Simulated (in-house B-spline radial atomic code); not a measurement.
# Ta⁶⁺: binding energies from hole states

Wanted: ΔSCF binding energies of Ta⁶⁺.

Method: Dirac-Hartree-Fock, average of configuration, Fermi nucleus, basis-set limit. Code: in-house B-spline radial atomic code version 1.

**1. The system**

```
element       : tantalum (Z = 73)
charge        : +6
electrons     : 67
configuration : [Xe] 4f13
Hamiltonian   : Dirac-Coulomb
nucleus       : Fermi, rms radius 5.351 fm
```

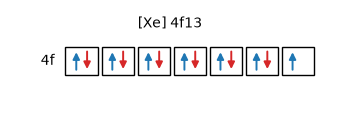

Occupation of the outer shells (arrows by Hund's rule).

The boxes draw the filling by Hund's rule, which heavy ions in jj coupling don't follow; these runs average over all states of the configuration.

Settings of the run:

```ini
Z = 73
electrons = 67.0
configuration = [Xe] 4f13
hamiltonian = dirac
method = hf
spin_polarised = False
nucleus = fermi
rms_radius = 5.3507
mass_number = 181
atomic_mass = 180.947998528
speed_of_light = 137.035999084
```

From the earlier run of the reference: total energy -15608.696882 hartree. Levels, eight at most:

| orbital | occupation | energy (eV) | <r> (bohr) |
| --- | --- | --- | --- |
| 4p3/2 | 4 | -514.44 | 0.4954 |
| 4d3/2 | 4 | -347.44 | 0.5147 |
| 4d5/2 | 6 | -335.24 | 0.5257 |
| 5s1/2 | 2 | -165.08 | 1.076 |
| 5p1/2 | 2 | -130.59 | 1.160 |
| 4f5/2 | 5.57143 | -126.50 | 0.5976 |
| 4f7/2 | 7.42857 | -124.29 | 0.6057 |
| 5p3/2 | 4 | -119.95 | 1.237 |

**2. The 1s hole**

The settings differ from step 1 so:

```diff
@@ -1,4 +1,4 @@
 Z = 73
-electrons = 67.0
-configuration = [Xe] 4f13
+electrons = 66.0
+configuration = 1s1 2s2 2p6 3s2 3p6 3d10 4s2 4p6 4d10 4f13 5s2 5p6
 hamiltonian = dirac
```

From the run's result record (rounded, not every field):

```text
status: converged
scf [iteration, energy, orbital gradient]:
  - [1, -13074.0436767, 1.3]
  - [2, -13091.3798715, 1.22]
  - [3, -13114.8254507, 0.204]
  - [4, -13115.5200509, 0.0744]
  - [5, -13115.5603566, 0.0104]
  - [6, -13115.5617797, 0.00885]
  - [7, -13115.5628389, 0.000965]
  - [8, -13115.5628482, 0.000221]
  - [9, -13115.5628488, 7.57e-06]
  - [10, -13115.5628488, 1.16e-07]
energy [hartree]: {"total": -13115.5628488, "kinetic": 14559.247898, "nuclear": -33017.7738768, "coulomb": 5598.26361588, "exact_exchange": -255.300485904}
breit [hartree]: {"gaunt": 9.481937, "retardation": -1.277031, "frequency_dependence": -0.1717771}
qed [hartree]: {"self_energy": 8.113988, "uehling": -1.450297, "wichmann_kroll": 0.05641341}
recoil [hartree]: 0.02605628
total_with_corrections [hartree]: -13100.783558
orbitals [hartree, bohr; first row names the columns]:
  - ["name", "occ", "eps", "<r>"]
  - ["1s1/2", 1.0, -2541.0789, 0.018619]
  - ["2s1/2", 2.0, -447.89701, 0.077484]
  - ["2p1/2", 2.0, -430.80025, 0.063962]
  - ["2p3/2", 4.0, -381.76765, 0.071785]
  - ["3s1/2", 2.0, -108.57974, 0.20126]
  - ["3p1/2", 2.0, -100.20199, 0.19081]
  - ["3p3/2", 4.0, -89.434184, 0.20518]
  - ["3d3/2", 4.0, -74.479604, 0.17966]
  - ["3d5/2", 6.0, -72.123317, 0.18414]
  - ["4s1/2", 2.0, -26.66362, 0.45117]
  - ["4p1/2", 2.0, -23.016515, 0.45524]
  - ["4p3/2", 4.0, -20.482353, 0.48581]
  - ["4d3/2", 4.0, -14.20949, 0.50214]
  - ["4d5/2", 6.0, -13.72474, 0.51303]
  - ["4f5/2", 5.5714, -5.7808729, 0.57055]
  - ["4f7/2", 7.4286, -5.6898703, 0.57794]
  - ["5s1/2", 2.0, -6.965083, 1.0423]
  - ["5p1/2", 2.0, -5.6608898, 1.1137]
  - ["5p3/2", 4.0, -5.2234564, 1.1862]
sum_r [bohr^k]: {"-1": 452.3143, "1": 29.38879, "2": 22.54417}
energy_minus_base [hartree]: 2493.13403
energy_minus_base_with_corrections [hartree]: 2480.86742
```

It took 1.1 s on 1 thread, shared host.

energy_minus_base is the energy less that of the reference run.

**3. The 2s hole**

The settings differ from step 2 so:

```diff
@@ -2,3 +2,3 @@
 electrons = 66.0
-configuration = 1s1 2s2 2p6 3s2 3p6 3d10 4s2 4p6 4d10 4f13 5s2 5p6
+configuration = 1s2 2s1 2p6 3s2 3p6 3d10 4s2 4p6 4d10 4f13 5s2 5p6
 hamiltonian = dirac
```

Result record:

```text
status: converged
scf [iteration, energy, orbital gradient]:
  - [1, -15133.8256743, 0.977]
  - [2, -15150.6585348, 1.21]
  - [3, -15173.3016348, 0.203]
  - [4, -15173.9919917, 0.0754]
  - [5, -15174.0341188, 0.0107]
  - [6, -15174.0357057, 0.00885]
  - [7, -15174.0367406, 0.00103]
  - [8, -15174.0367504, 0.000262]
  - [9, -15174.0367513, 6.98e-06]
  - [10, -15174.0367513, 1.52e-07]
energy [hartree]: {"total": -15174.0367513, "kinetic": 16953.5756603, "nuclear": -37548.6292456, "coulomb": 5709.43258677, "exact_exchange": -288.415752791}
breit [hartree]: {"gaunt": 17.37597, "retardation": -1.862006, "frequency_dependence": -0.3232729}
qed [hartree]: {"self_energy": 12.55447, "uehling": -2.322716, "wichmann_kroll": 0.09048686}
recoil [hartree]: 0.02813887
total_with_corrections [hartree]: -15148.4956796
orbitals [hartree, bohr; first row names the columns]:
  - ["name", "occ", "eps", "<r>"]
  - ["1s1/2", 2.0, -2507.5812, 0.018662]
  - ["2s1/2", 1.0, -444.45577, 0.078242]
  - ["2p1/2", 2.0, -424.03248, 0.064634]
  - ["2p3/2", 4.0, -376.72993, 0.072389]
  - ["3s1/2", 2.0, -107.74823, 0.20208]
  - ["3p1/2", 2.0, -99.24151, 0.19205]
  - ["3p3/2", 4.0, -88.753387, 0.20622]
  - ["3d3/2", 4.0, -74.333772, 0.18019]
  - ["3d5/2", 6.0, -72.018599, 0.18461]
  - ["4s1/2", 2.0, -26.482207, 0.45305]
  - ["4p1/2", 2.0, -22.812463, 0.45775]
  - ["4p3/2", 4.0, -20.342035, 0.48795]
  - ["4d3/2", 4.0, -14.188664, 0.50302]
  - ["4d5/2", 6.0, -13.712666, 0.51375]
  - ["4f5/2", 5.5714, -5.8251803, 0.56848]
  - ["4f7/2", 7.4286, -5.7332834, 0.57582]
  - ["5s1/2", 2.0, -6.9344267, 1.0464]
  - ["5p1/2", 2.0, -5.6301992, 1.1193]
  - ["5p3/2", 4.0, -5.2038139, 1.1907]
sum_r [bohr^k]: {"-1": 514.3903, "1": 29.38302, "2": 22.62397}
energy_minus_base [hartree]: 434.66013
energy_minus_base_with_corrections [hartree]: 433.155295
```

It took 1.1 s on 1 thread, shared host.

**4. The 2p1/2 hole**

In configurations, a minus sign after the shell means j = l − 1/2 and a plus sign j = l + 1/2; the count of electrons follows.

The settings differ from step 3 so:

```diff
@@ -2,3 +2,3 @@
 electrons = 66.0
-configuration = 1s2 2s1 2p6 3s2 3p6 3d10 4s2 4p6 4d10 4f13 5s2 5p6
+configuration = 1s2 2s2 2p-1 2p+4 3s2 3p6 3d10 4s2 4p6 4d10 4f13 5s2 5p6
 hamiltonian = dirac
```

Result record:

```text
status: converged
scf [iteration, energy, orbital gradient]:
  - [1, -15153.9311201, 0.977]
  - [2, -15170.7834425, 1.21]
  - [3, -15193.6005266, 0.203]
  - [4, -15194.2918729, 0.0751]
  - [5, -15194.3335984, 0.0107]
  - [6, -15194.3351546, 0.00884]
  - [7, -15194.3361913, 0.00101]
  - [8, -15194.3362009, 0.000255]
  - [9, -15194.3362017, 8.24e-06]
  - [10, -15194.3362017, 1.84e-07]
energy [hartree]: {"total": -15194.3362017, "kinetic": 16982.3862734, "nuclear": -37581.1602757, "coulomb": 5693.49196349, "exact_exchange": -289.054162915}
breit [hartree]: {"gaunt": 16.67998, "retardation": -1.762319, "frequency_dependence": -0.3124766}
qed [hartree]: {"self_energy": 13.29341, "uehling": -2.452197, "wichmann_kroll": 0.09531019}
recoil [hartree]: 0.03011787
total_with_corrections [hartree]: -15168.764376
orbitals [hartree, bohr; first row names the columns]:
  - ["name", "occ", "eps", "<r>"]
  - ["1s1/2", 2.0, -2510.5762, 0.018649]
  - ["2s1/2", 2.0, -444.16973, 0.07794]
  - ["2p1/2", 1.0, -426.50606, 0.064868]
  - ["2p3/2", 4.0, -378.42331, 0.072261]
  - ["3s1/2", 2.0, -108.01932, 0.20195]
  - ["3p1/2", 2.0, -99.176532, 0.19183]
  - ["3p3/2", 4.0, -88.929272, 0.20596]
  - ["3d3/2", 4.0, -74.267081, 0.18024]
  - ["3d5/2", 6.0, -72.137121, 0.18434]
  - ["4s1/2", 2.0, -26.53849, 0.45253]
  - ["4p1/2", 2.0, -22.801571, 0.45776]
  - ["4p3/2", 4.0, -20.37836, 0.48741]
  - ["4d3/2", 4.0, -14.175226, 0.50321]
  - ["4d5/2", 6.0, -13.733774, 0.5132]
  - ["4f5/2", 5.5714, -5.8157813, 0.56896]
  - ["4f7/2", 7.4286, -5.7247612, 0.57621]
  - ["5s1/2", 2.0, -6.9442802, 1.0452]
  - ["5p1/2", 2.0, -5.6278482, 1.1195]
  - ["5p3/2", 4.0, -5.2092355, 1.1896]
sum_r [bohr^k]: {"-1": 514.8375, "1": 29.38577, "2": 22.60985}
energy_minus_base [hartree]: 414.36068
energy_minus_base_with_corrections [hartree]: 412.886598
```

Run time: 1.1 s. Hardware: 1 thread, shared host.

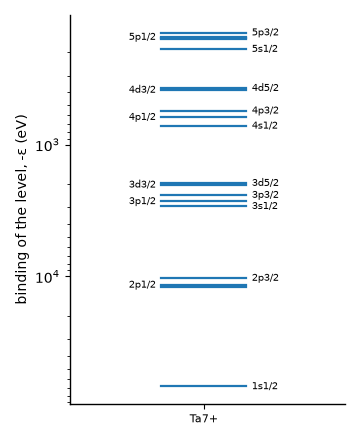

Orbital energies of this run on a logarithmic scale.

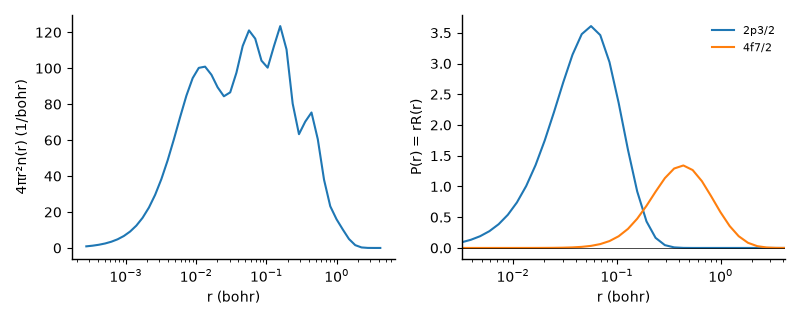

Radial density (left) and the radial functions of 2p3/2, 4f7/2 (right).

On the record's full grid the radial density has clear maxima near r = 0.013, 0.056, 0.16, 0.44 bohr.

**5. The 2p3/2 hole**

The settings differ from step 4 so:

```diff
@@ -2,3 +2,3 @@
 electrons = 66.0
-configuration = 1s2 2s2 2p-1 2p+4 3s2 3p6 3d10 4s2 4p6 4d10 4f13 5s2 5p6
+configuration = 1s2 2s2 2p-2 2p+3 3s2 3p6 3d10 4s2 4p6 4d10 4f13 5s2 5p6
 hamiltonian = dirac
```

Result record:

```text
status: converged
scf [iteration, energy, orbital gradient]:
  - [1, -15200.7194233, 0.977]
  - [2, -15217.5530688, 1.21]
  - [3, -15240.2647537, 0.203]
  - [4, -15240.9552732, 0.0752]
  - [5, -15240.9972289, 0.0107]
  - [6, -15240.9988018, 0.00885]
  - [7, -15240.9998378, 0.000995]
  - [8, -15240.9998471, 0.000255]
  - [9, -15240.9998479, 8.18e-06]
  - [10, -15240.9998479, 1.91e-07]
energy [hartree]: {"total": -15240.9998479, "kinetic": 17142.2134404, "nuclear": -37796.7620806, "coulomb": 5703.94683523, "exact_exchange": -290.398042981}
breit [hartree]: {"gaunt": 17.19537, "retardation": -1.762587, "frequency_dependence": -0.2500813}
qed [hartree]: {"self_energy": 13.24207, "uehling": -2.462472, "wichmann_kroll": 0.09576722}
recoil [hartree]: 0.02981536
total_with_corrections [hartree]: -15214.9119696
orbitals [hartree, bohr; first row names the columns]:
  - ["name", "occ", "eps", "<r>"]
  - ["1s1/2", 2.0, -2508.3482, 0.018653]
  - ["2s1/2", 2.0, -443.63632, 0.077987]
  - ["2p1/2", 2.0, -425.18838, 0.064597]
  - ["2p3/2", 3.0, -377.9929, 0.072686]
  - ["3s1/2", 2.0, -107.94627, 0.20205]
  - ["3p1/2", 2.0, -99.343087, 0.19192]
  - ["3p3/2", 4.0, -88.736931, 0.20595]
  - ["3d3/2", 4.0, -74.413039, 0.18003]
  - ["3d5/2", 6.0, -71.976931, 0.18466]
  - ["4s1/2", 2.0, -26.522742, 0.4527]
  - ["4p1/2", 2.0, -22.833873, 0.45749]
  - ["4p3/2", 4.0, -20.33963, 0.48792]
  - ["4d3/2", 4.0, -14.203719, 0.50268]
  - ["4d5/2", 6.0, -13.705773, 0.51386]
  - ["4f5/2", 5.5714, -5.8221519, 0.5686]
  - ["4f7/2", 7.4286, -5.7297872, 0.57601]
  - ["5s1/2", 2.0, -6.9417036, 1.0456]
  - ["5p1/2", 2.0, -5.6335119, 1.1187]
  - ["5p3/2", 4.0, -5.2031983, 1.1908]
sum_r [bohr^k]: {"-1": 517.791, "1": 29.38484, "2": 22.61937}
energy_minus_base [hartree]: 367.697034
energy_minus_base_with_corrections [hartree]: 366.739005
```

It took 1.1 s on 1 thread, shared host.

**6. The 3s hole**

The settings differ from step 5 so:

```diff
@@ -2,3 +2,3 @@
 electrons = 66.0
-configuration = 1s2 2s2 2p-2 2p+3 3s2 3p6 3d10 4s2 4p6 4d10 4f13 5s2 5p6
+configuration = 1s2 2s2 2p6 3s1 3p6 3d10 4s2 4p6 4d10 4f13 5s2 5p6
 hamiltonian = dirac
```

Result record:

```text
status: converged
scf [iteration, energy, orbital gradient]:
  - [1, -15466.3289805, 0.996]
  - [2, -15483.2911059, 1.26]
  - [3, -15504.2571289, 0.2]
  - [4, -15504.9275436, 0.0761]
  - [5, -15504.9716593, 0.0112]
  - [6, -15504.9733757, 0.0106]
  - [7, -15504.9744483, 0.00112]
  - [8, -15504.9744586, 0.000273]
  - [9, -15504.9744593, 6.63e-06]
  - [10, -15504.9744593, 2.09e-07]
energy [hartree]: {"total": -15504.9744593, "kinetic": 17378.1150118, "nuclear": -38369.2971415, "coulomb": 5785.06088599, "exact_exchange": -298.853215606}
breit [hartree]: {"gaunt": 18.16597, "retardation": -1.927908, "frequency_dependence": -0.3144949}
qed [hartree]: {"self_energy": 13.12576, "uehling": -2.427577, "wichmann_kroll": 0.09446991}
recoil [hartree]: 0.02896869
total_with_corrections [hartree]: -15478.229272
orbitals [hartree, bohr; first row names the columns]:
  - ["name", "occ", "eps", "<r>"]
  - ["1s1/2", 2.0, -2500.0768, 0.018662]
  - ["2s1/2", 2.0, -439.49754, 0.07831]
  - ["2p1/2", 2.0, -419.63106, 0.064912]
  - ["2p3/2", 4.0, -372.78709, 0.072702]
  - ["3s1/2", 1.0, -107.17445, 0.20388]
  - ["3p1/2", 2.0, -97.863017, 0.19336]
  - ["3p3/2", 4.0, -87.536049, 0.20768]
  - ["3d3/2", 4.0, -73.144212, 0.18197]
  - ["3d5/2", 6.0, -70.910155, 0.18637]
  - ["4s1/2", 2.0, -26.324967, 0.4544]
  - ["4p1/2", 2.0, -22.656292, 0.46001]
  - ["4p3/2", 4.0, -20.205862, 0.49028]
  - ["4d3/2", 4.0, -14.070306, 0.50621]
  - ["4d5/2", 6.0, -13.605475, 0.51685]
  - ["4f5/2", 5.5714, -5.8713006, 0.56776]
  - ["4f7/2", 7.4286, -5.780576, 0.57489]
  - ["5s1/2", 2.0, -6.910155, 1.0497]
  - ["5p1/2", 2.0, -5.6077991, 1.1236]
  - ["5p3/2", 4.0, -5.1840504, 1.1952]
sum_r [bohr^k]: {"-1": 525.6336, "1": 29.35893, "2": 22.71441}
energy_minus_base [hartree]: 103.722422
energy_minus_base_with_corrections [hartree]: 103.421703
```

It took 1.1 s on 1 thread, shared host.

**7. The 3p1/2 hole**

The settings differ from step 6 so:

```diff
@@ -2,3 +2,3 @@
 electrons = 66.0
-configuration = 1s2 2s2 2p6 3s1 3p6 3d10 4s2 4p6 4d10 4f13 5s2 5p6
+configuration = 1s2 2s2 2p6 3s2 3p-1 3p+4 3d10 4s2 4p6 4d10 4f13 5s2 5p6
 hamiltonian = dirac
```

Result record:

```text
status: converged
scf [iteration, energy, orbital gradient]:
  - [1, -15475.1618906, 0.976]
  - [2, -15492.1149395, 1.26]
  - [3, -15513.2036082, 0.201]
  - [4, -15513.8759464, 0.076]
  - [5, -15513.9198284, 0.0112]
  - [6, -15513.9215251, 0.0105]
  - [7, -15513.9226043, 0.00108]
  - [8, -15513.9226149, 0.000259]
  - [9, -15513.9226156, 6.52e-06]
  - [10, -15513.9226156, 2.07e-07]
energy [hartree]: {"total": -15513.9226156, "kinetic": 17389.8918512, "nuclear": -38384.8838586, "coulomb": 5780.37061824, "exact_exchange": -299.301226433}
breit [hartree]: {"gaunt": 18.03256, "retardation": -1.909311, "frequency_dependence": -0.3146181}
qed [hartree]: {"self_energy": 13.29135, "uehling": -2.456249, "wichmann_kroll": 0.09553152}
recoil [hartree]: 0.02939124
total_with_corrections [hartree]: -15487.153964
orbitals [hartree, bohr; first row names the columns]:
  - ["name", "occ", "eps", "<r>"]
  - ["1s1/2", 2.0, -2500.5951, 0.01866]
  - ["2s1/2", 2.0, -439.89887, 0.078227]
  - ["2p1/2", 2.0, -419.68956, 0.06497]
  - ["2p3/2", 4.0, -373.08851, 0.072683]
  - ["3s1/2", 2.0, -106.7738, 0.20318]
  - ["3p1/2", 1.0, -98.424775, 0.19412]
  - ["3p3/2", 4.0, -87.869966, 0.20751]
  - ["3d3/2", 4.0, -72.995648, 0.18185]
  - ["3d5/2", 6.0, -71.072682, 0.18627]
  - ["4s1/2", 2.0, -26.38384, 0.45443]
  - ["4p1/2", 2.0, -22.604279, 0.4598]
  - ["4p3/2", 4.0, -20.227652, 0.48999]
  - ["4d3/2", 4.0, -14.069724, 0.50617]
  - ["4d5/2", 6.0, -13.617034, 0.51652]
  - ["4f5/2", 5.5714, -5.8536974, 0.56882]
  - ["4f7/2", 7.4286, -5.7874027, 0.57418]
  - ["5s1/2", 2.0, -6.9193535, 1.0487]
  - ["5p1/2", 2.0, -5.6003407, 1.1246]
  - ["5p3/2", 4.0, -5.1870615, 1.1945]
sum_r [bohr^k]: {"-1": 525.8474, "1": 29.36144, "2": 22.70849}
energy_minus_base [hartree]: 94.774266
energy_minus_base_with_corrections [hartree]: 94.4970105
```

It took 1.1 s on 1 thread, shared host.

**8. Binding energies**

| hole | ΔSCF (eV) | with Breit, QED, recoil (eV) | −ε of the parent (eV) | −ε less ΔSCF (eV) |
| --- | --- | --- | --- | --- |
| 1s | 67841.6 | 67507.8 | 67925.7 | 84.10 |
| 2s | 11827.7 | 11786.8 | 11876.6 | 48.92 |
| 2p1/2 | 11275.3 | 11235.2 | 11328.7 | 53.36 |
| 2p3/2 | 10005.5 | 9979.48 | 10055.9 | 50.38 |
| 3s | 2822.43 | 2814.25 | 2848.73 | 26.30 |
| 3p1/2 | 2578.94 | 2571.39 | 2606.22 | 27.28 |

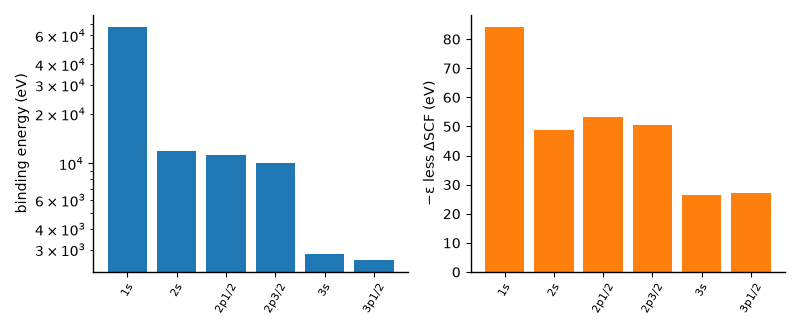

Binding energies (left) and their distance from the parent's orbital energies (right).

What this shows: Relaxation of the remaining electrons brings each binding energy under −ε, by 84.1 eV for 1s and 27.28 eV for 3p1/2. The difference of the 1s and 2p3/2 holes gives a Kα1 line at 57528.4 eV for this charge state (with Breit, QED and recoil). The spin-orbit splitting of the 2p hole is 1255.74 eV with those corrections. Values are for the free ion, measured from the vacuum level.
